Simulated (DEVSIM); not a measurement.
Device: TaN/SiO2/p-InP capacitor, at 300 K.

| layer (left to right) | material | thickness (nm) | Na (cm⁻³) |
|---|---|---|---|
| 1 | SiO2 | 2.50 | - |
| 2 | InP | 990 | 4e17 |

Metal gate on the left, work function 4.4 eV. Fixed charge at the semiconductor interface 0 cm⁻² (in units of +e); no interface traps.

This is a model device: material constants are rounded textbook-type values typed into the input, and sizes, dopings and lifetimes were drawn at random. Values at 300 K.

| parameter | SiO2 | InP |
|---|---|---|
| gap (eV) | 9 | 1.344 |
| affinity (eV) | 0.9 | 4.38 |
| permittivity | 3.9 | 12.5 |
| Nc (cm⁻³) | - | 5.7e17 |
| Nv (cm⁻³) | - | 1.1e19 |

Simulated with DEVSIM: 1D Poisson equation in equilibrium, Boltzmann statistics, complete ionisation; no quantum confinement or tunnelling. Metal contacts follow the ideal Schottky-Mott rule: no Fermi-level pinning, no interface dipoles.

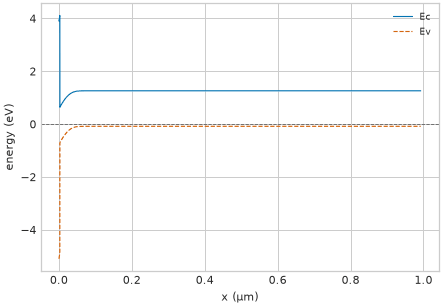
Figure: Band edges at -0.4 V on the gate

Energies count from the Fermi level of the right contact; mesh points crowd at the junctions.

```json
[
 {"x (μm)": "0.000", "Ec (eV)": "3.900", "Ev (eV)": "-5.100", "n (cm⁻³)": "< 1e2", "p (cm⁻³)": "< 1e2", "field (V/cm)": "850000"},
 {"x (μm)": "0.0007285", "Ec (eV)": "3.962", "Ev (eV)": "-5.038", "n (cm⁻³)": "< 1e2", "p (cm⁻³)": "< 1e2", "field (V/cm)": "850000"},
 {"x (μm)": "0.001499", "Ec (eV)": "4.027", "Ev (eV)": "-4.973", "n (cm⁻³)": "< 1e2", "p (cm⁻³)": "< 1e2", "field (V/cm)": "850000"},
 {"x (μm)": "0.002234", "Ec (eV)": "4.089", "Ev (eV)": "-4.911", "n (cm⁻³)": "< 1e2", "p (cm⁻³)": "< 1e2", "field (V/cm)": "850000"},
 {"x (μm)": "0.003475", "Ec (eV)": "0.656", "Ev (eV)": "-0.688", "n (cm⁻³)": "5400000", "p (cm⁻³)": "3.1e7", "field (V/cm)": "260000"},
 {"x (μm)": "0.005266", "Ec (eV)": "0.702", "Ev (eV)": "-0.642", "n (cm⁻³)": "930000", "p (cm⁻³)": "1.8e8", "field (V/cm)": "250000"},
 {"x (μm)": "0.008559", "Ec (eV)": "0.780", "Ev (eV)": "-0.564", "n (cm⁻³)": "45000", "p (cm⁻³)": "3.7e9", "field (V/cm)": "230000"},
 {"x (μm)": "0.01816", "Ec (eV)": "0.973", "Ev (eV)": "-0.371", "n (cm⁻³)": "< 1e2", "p (cm⁻³)": "6.5e12", "field (V/cm)": "170000"},
 {"x (μm)": "0.03226", "Ec (eV)": "1.160", "Ev (eV)": "-0.184", "n (cm⁻³)": "< 1e2", "p (cm⁻³)": "8.9e15", "field (V/cm)": "92000"},
 {"x (μm)": "0.05818", "Ec (eV)": "1.255", "Ev (eV)": "-0.089", "n (cm⁻³)": "< 1e2", "p (cm⁻³)": "3.5e17", "field (V/cm)": "5500"},
 {"x (μm)": "0.1094", "Ec (eV)": "1.258", "Ev (eV)": "-0.086", "n (cm⁻³)": "< 1e2", "p (cm⁻³)": "4.0e17", "field (V/cm)": "≈ 0"},
 {"x (μm)": "0.2447", "Ec (eV)": "1.258", "Ev (eV)": "-0.086", "n (cm⁻³)": "< 1e2", "p (cm⁻³)": "4.0e17", "field (V/cm)": "≈ 0"},
 {"x (μm)": "0.4641", "Ec (eV)": "1.258", "Ev (eV)": "-0.086", "n (cm⁻³)": "< 1e2", "p (cm⁻³)": "4.0e17", "field (V/cm)": "≈ 0"},
 {"x (μm)": "0.6949", "Ec (eV)": "1.258", "Ev (eV)": "-0.086", "n (cm⁻³)": "< 1e2", "p (cm⁻³)": "4.0e17", "field (V/cm)": "≈ 0"},
 {"x (μm)": "0.8610", "Ec (eV)": "1.258", "Ev (eV)": "-0.086", "n (cm⁻³)": "< 1e2", "p (cm⁻³)": "4.0e17", "field (V/cm)": "≈ 0"},
 {"x (μm)": "0.9239", "Ec (eV)": "1.258", "Ev (eV)": "-0.086", "n (cm⁻³)": "< 1e2", "p (cm⁻³)": "4.0e17", "field (V/cm)": "≈ 0"},
 {"x (μm)": "0.9557", "Ec (eV)": "1.258", "Ev (eV)": "-0.086", "n (cm⁻³)": "< 1e2", "p (cm⁻³)": "4.0e17", "field (V/cm)": "≈ 0"},
 {"x (μm)": "0.9730", "Ec (eV)": "1.258", "Ev (eV)": "-0.086", "n (cm⁻³)": "< 1e2", "p (cm⁻³)": "4.0e17", "field (V/cm)": "≈ 0"},
 {"x (μm)": "0.9848", "Ec (eV)": "1.258", "Ev (eV)": "-0.086", "n (cm⁻³)": "< 1e2", "p (cm⁻³)": "4.0e17", "field (V/cm)": "≈ 0"},
 {"x (μm)": "0.9888", "Ec (eV)": "1.258", "Ev (eV)": "-0.086", "n (cm⁻³)": "< 1e2", "p (cm⁻³)": "4.0e17", "field (V/cm)": "≈ 0"},
 {"x (μm)": "0.9911", "Ec (eV)": "1.258", "Ev (eV)": "-0.086", "n (cm⁻³)": "< 1e2", "p (cm⁻³)": "4.0e17", "field (V/cm)": "≈ 0"},
 {"x (μm)": "0.9925", "Ec (eV)": "1.258", "Ev (eV)": "-0.086", "n (cm⁻³)": "< 1e2", "p (cm⁻³)": "4.0e17", "field (V/cm)": "≈ 0"}
]
```
